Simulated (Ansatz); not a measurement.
# U-r2SCAN/6-311+G(d,p) run of SiNH4O (SMILES N[SiH]O)

Aim: the vertical doublet–quartet gap of SiNH4O at U-r2SCAN/6-311+G**, from 2 runs. 

The results are computed with Ansatz 0.2.0.

53 further runs of the same task are left out: 53 set aside as unsound or not needed.

### 1 The molecule

SiNH4O has 7 atoms, charge 0, and is taken as a doublet. SMILES: `N[SiH]O`. The shape is that of a PBE0-D4/def2-TZVP optimisation. This is one conformer, not always the lowest.

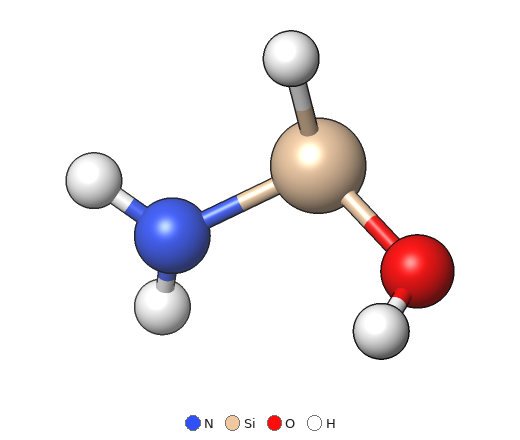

The structure, seen from a chosen angle (nitrogen blue, silicon light orange, oxygen red, hydrogen white).

### 2 The energy at U-r2SCAN/6-311+G(d,p)

Input file input.yaml:

```yaml
crystal:
  periodic: [false, false, false]
  atoms:
    - {symbol: N, position_ang: [-0.694900, 0.548300, -0.575200]}
    - {symbol: Si, position_ang: [0.293100, 0.159000, 0.781300]}
    - {symbol: O, position_ang: [1.622900, -0.672400, 0.270300]}
    - {symbol: H, position_ang: [-0.355900, 1.168100, -1.294800]}
    - {symbol: H, position_ang: [-1.685800, 0.673200, -0.432900]}
    - {symbol: H, position_ang: [-0.599100, -0.661900, 1.664700]}
    - {symbol: H, position_ang: [1.480900, -1.282400, -0.459000]}
basis:
  gaussian:
    orbitals: 6-311+G_st__st_-spherical.json
magnetization:
  spin_polarized: true
  initial_magnetization: 1
hamiltonian:
  xc: {name: r2SCAN}
accuracy: high
output:
  orbitals: {seedname: orbitals}
```

The basis set 6-311+G** is read from a file made from the Basis Set Exchange's data (not shown).

Run with:

```sh
$ ansatz run input.yaml --threads 1 --pin off --max-ram 3480MiB --events-out events.jsonl --progress --plain --runs-dir runs
```

The log of the run:

```text
Warning: RAYON_NUM_THREADS=1 ignored (pool sized by the plan → 1); use --threads N
Functional definition: r2SCAN
  name "r2SCAN"
  parameter k0 = 0.174
  parameter k1 = 0.065
  parameter a1 = 4.9479
  exchange = r2scan_x(k0 = k0, k1 = k1, a1 = a1)
  correlation = r2scan_c
1830 factors; integrals over basis functions are off by at most 4.2e-9 eV
mean field evaluation 1: about -11466.2339 eV, gradient 6.1e1 eV
mean field evaluation 2: about -11424.5713 eV, gradient 1.1e2 eV
mean field evaluation 4: about -11479.0411 eV, gradient 3.6e0 eV
mean field evaluation 8: about -11479.1072 eV, gradient 1.4e-1 eV
mean field evaluation 16: about -11479.1073 eV, gradient 7.0e-5 eV
mean field -11479.10728584 eV, -421.8494119363 hartree, gradient 3.9e-8 eV, S^2 0.752493; 0 other end points of the search recorded, 0 dependent functions left out
reference -11479.10729423 eV, -421.8494122444 hartree; 17, 16 occupied and 81, 82 virtual orbitals, 1830 factors
Total energy: -11479.10729423 eV, -421.8494122444 hartree
```

It took 8.4 s on 1 thread of Intel Xeon 6975P-C (Granite Rapids), shared host; peak memory 0.43 GiB.

### 3 The quartet

Input file job.yaml:

```yaml
crystal:
  periodic: [false, false, false]
  atoms:
    - {symbol: "N", position_ang: [-0.694900, 0.548300, -0.575200]}
    - {symbol: Si, position_ang: [0.293100, 0.159000, 0.781300]}
    - {symbol: O, position_ang: [1.622900, -0.672400, 0.270300]}
    - {symbol: H, position_ang: [-0.355900, 1.168100, -1.294800]}
    - {symbol: H, position_ang: [-1.685800, 0.673200, -0.432900]}
    - {symbol: H, position_ang: [-0.599100, -0.661900, 1.664700]}
    - {symbol: H, position_ang: [1.480900, -1.282400, -0.459000]}
basis:
  gaussian:
    orbitals: 6-311+G_st__st_-spherical.json
hamiltonian:
  xc: r2scan
magnetization:
  spin_polarized: true
  initial_magnetization: 3
total_charge: 0
accuracy: high
output: {orbitals: {seedname: orbitals}}
```

The basis set 6-311+G** is read from a file made from the Basis Set Exchange's data (not shown).

Run with:

```sh
$ ansatz run job.yaml --threads 1 --pin off --max-ram 3480MiB --events-out events.jsonl --progress --plain --runs-dir runs
```

The log of the run, shortened:

```text
Warning: RAYON_NUM_THREADS=1 ignored (pool sized by the plan → 1); use --threads N
[... 7 set-up lines as earlier in the session ...]
1830 factors; integrals over basis functions are off by at most 4.2e-9 eV
mean field evaluation 1: about -11459.2970 eV, gradient 5.8e1 eV
mean field evaluation 2: about -11397.8391 eV, gradient 1.2e2 eV
mean field evaluation 4: about -11462.7677 eV, gradient 4.1e1 eV
mean field evaluation 8: about -11472.6478 eV, gradient 4.4e0 eV
mean field evaluation 16: about -11472.7750 eV, gradient 1.9e-2 eV
mean field evaluation 32: about -11472.7750 eV, gradient 7.3e-8 eV
mean field -11472.77499637 eV, -421.6167045904 hartree, gradient 7.3e-8 eV, S^2 3.756293; 6 other end points of the search recorded, 0 dependent functions left out
reference -11472.77500814 eV, -421.6167050229 hartree; 18, 15 occupied and 80, 83 virtual orbitals, 1830 factors
Total energy: -11472.77500814 eV, -421.6167050229 hartree
```

It took 14 s on 1 thread of Intel Xeon 6975P-C (Granite Rapids), shared host; peak memory 0.45 GiB.

### 4 Results

Level: U-r2SCAN/6-311+G**.

| quantity | value |
| --- | --- |
| doublet: total energy | -421.84941 Eh |
| doublet: HOMO energy (highest over α and β) | -4.70 eV |
| doublet: LUMO energy (lowest over α and β) | -2.22 eV |
| doublet: ⟨S²⟩ | 0.752 |
| quartet: total energy | -421.61671 Eh |
| quartet: HOMO energy (highest over α and β) | -2.24 eV |
| quartet: ⟨S²⟩ | 3.756 |
| vertical energy of the quartet above the doublet | 6.332 eV |

**Reading.** At this shape the quartet lies 6.33 eV (611 kJ/mol) above the doublet.
